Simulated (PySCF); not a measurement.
# singlet [BF2]+: levels of theory compared

We compute a comparison of 6 runs (PBE0/STO-3G, r2SCAN/STO-3G, BCCD(T)/STO-3G, CCSDT(Q)/STO-3G, NEVPT2(2,2)/STO-3G, QCISD(T)/STO-3G) of singlet [BF2]+. The job is set up through a Python script.

The results are computed with PySCF 2.14.0.

13 further runs of the same task are left out: 4 that didn't finish, 9 set aside as unsound or not needed.

## 1. Starting point

[BF2]+: 3 atoms, total charge +1, spin state singlet. As SMILES of the parent species, `F[B]F`. The shape is that of a PBE0-D4/def2-TZVP optimisation. That shape belongs to the parent species and isn't relaxed for this state.

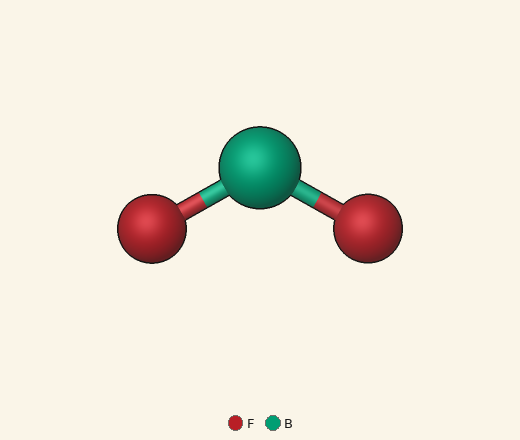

The structure, seen from a chosen angle (fluorine red, boron teal).

## 2. The energy at PBE0/STO-3G (run 1)

The input, geometry.xyz:

```xyz
3
BF2
F      0.513100    -1.044300     0.160000
B      0.279000     0.240500     0.181300
F     -0.802900     0.738900    -0.354600
```

The input, run.py:

```python
from pyscf import gto, dft

mol = gto.M(
    atom='geometry.xyz',
    max_memory=1860,
    charge=1,
    basis='sto-3g',
    verbose=3,
)

myscf = dft.RKS(mol)
myscf.xc = 'pbe0'
myscf.grids.level = 5
myscf.conv_tol = 1e-10
myscf.kernel()
if not myscf.converged:
    myscf = myscf.newton().run(myscf.mo_coeff, myscf.mo_occ)

e_tot = myscf.e_tot
print('E = %.10f Eh' % e_tot)
```

Run with:

```sh
$ OMP_NUM_THREADS=1 python run.py
```

The program printed:

```text
converged SCF energy = -220.899215889775
E = -220.8992158898 Eh
```

Wall time 1.5 s (1 thread of Arm Neoverse V2, shared host); peak memory 0.18 GiB.

## 3. The energy at r2SCAN/STO-3G (run 2)

The input, input.xyz:

```xyz
3

F      0.513100    -1.044300     0.160000
B      0.279000     0.240500     0.181300
F     -0.802900     0.738900    -0.354600
```

The input, calc.py:

```python
from pyscf import gto, dft

mol = gto.M(
    atom='input.xyz',
    basis='sto-3g',
    charge=1,
    verbose=3,
    max_memory=1860,
)

myscf = dft.RKS(mol)
myscf.xc = 'r2scan'
myscf.conv_tol = 1e-10
myscf.grids.level = 5
myscf.kernel()
if not myscf.converged:
    myscf = myscf.newton().run(myscf.mo_coeff, myscf.mo_occ)

energy = myscf.e_tot
print('E(%s) = %.9f' % ('R2SCAN', energy))
```

Run with:

```sh
$ OMP_NUM_THREADS=1 python calc.py
```

The program printed:

```text
converged SCF energy = -221.033794551367
E(R2SCAN) = -221.033794551
```

Run time: 2.2 s. Hardware: 1 thread of Arm Neoverse V2, shared host; peak memory 0.18 GiB.

Runs 3 to 5 aren't shown in full; the table further down has their settings and results.

## 4. The energy at QCISD(T)/STO-3G (run 6)

The input, job.py:

```python
from pyscf import gto, scf, cc

mol = gto.M(
    atom='F 0.513100 -1.044300 0.160000; B 0.279000 0.240500 0.181300; F -0.802900 0.738900 -0.354600',
    max_memory=1860,
    verbose=3,
    basis='sto-3g',
    charge=1,
)

hf = scf.RHF(mol)
hf.conv_tol = 1e-10
hf.kernel()
if not hf.converged:
    hf = hf.newton().run(hf.mo_coeff, hf.mo_occ)

mycc = cc.QCISD(hf, frozen=3)
mycc.kernel()
e_t = mycc.qcisd_t()
etot = mycc.e_tot + e_t
print('E(%s) = %.9f' % ('QCISD(T)', etot))
```

Run with:

```sh
$ OMP_NUM_THREADS=1 python job.py
```

The program printed:

```text
converged SCF energy = -220.213816214365
E(QCISD) = -220.3504395255682  E_corr = -0.1366233112029841
QCISD(T) correction = -0.0121719987496423
E(QCISD(T)) = -220.362611524
```

It took 0.56 s on 1 thread of Arm Neoverse V2, shared host; peak memory 0.1 GiB.

## 5. All runs side by side

| run | level | integration grid | frozen core orbitals | energy (Eh) | HOMO energy (eV) | LUMO energy (eV) | HOMO–LUMO gap (eV) | wall time |
| --- | --- | --- | --- | --- | --- | --- | --- | --- |
| 1 | PBE0/STO-3G | 5 | – | -220.899216 | -18.53 | -11.02 | 7.50 | 1.5 s |
| 2 | r2SCAN/STO-3G | 5 | – | -221.033795 | -16.99 | -11.97 | 5.02 | 2.2 s |
| 3 | BCCD(T)/STO-3G | – | 3 | -220.358636 | – | – | – | 0.81 s |
| 4 | CCSDT(Q)/STO-3G | – | 3 | -220.360069 | -23.83 | -6.71 | 17.12 | 1.6 s |
| 5 | NEVPT2(2,2)/STO-3G | – | – | -220.332139 | -23.83 | -6.71 | 17.12 | 0.8 s |
| 6 | QCISD(T)/STO-3G | – | 3 | -220.362612 | -23.83 | -6.71 | 17.12 | 0.56 s |

## 6. Summary of results

| quantity | value |
| --- | --- |
| run 6: total energy | -220.36261 Eh |
| run 6: HOMO energy (Hartree–Fock orbitals) | -23.83 eV |
| run 6: LUMO energy (Hartree–Fock orbitals) | -6.71 eV |
| run 6: HOMO–LUMO gap (Hartree–Fock orbitals) | 17.12 eV |
| run 6: correlation energy (3 core orbitals frozen) | -148.8 mEh |
| run 6: (T) correction | -12.17 mEh |
| run 6: T1 diagnostic | 0.034 |

In words: Totals of different functionals can't be ranked against each other. In run 6 the T1 diagnostic is large, so a single reference may not serve. In runs 1, 2, 3, 4, 5, 6 the basis is minimal, so the values are rough. All runs together took 7.5 s, the longest 2.2 s.
